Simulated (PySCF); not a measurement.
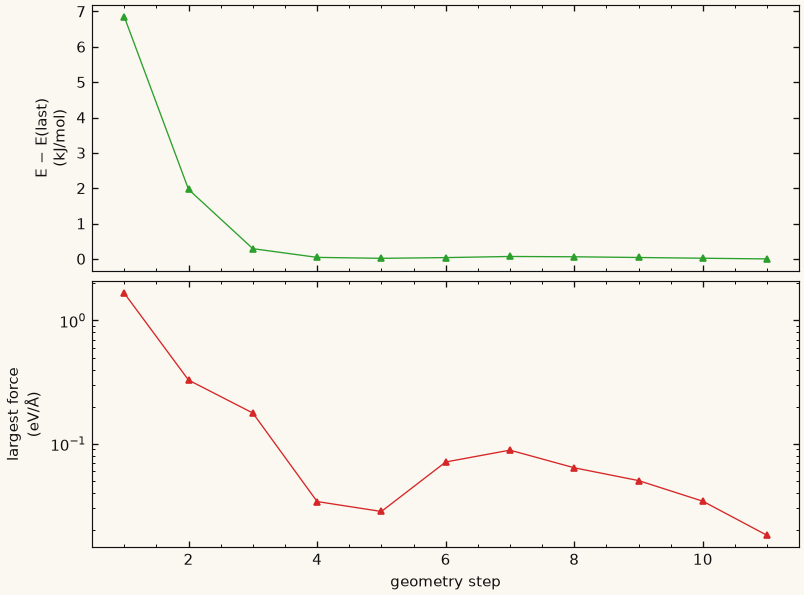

History of a geometry optimisation.

Methyltrichlorosilane (SMILES C[Si](Cl)(Cl)Cl); PBE0-D3(BJ)/def2-SVP, geometry optimisation in PySCF 2.14.0, density fitting.

> How did the optimisation end?

The optimisation met its thresholds at geometry 11, counting the start as the first. The energy fell by about 6.9 kJ/mol from the first step to the last. The largest force goes from about 1.7 eV/Å at the start to 0.018 eV/Å at the end.

> By which step was nine tenths of the energy gained?

By step 3 of 11.
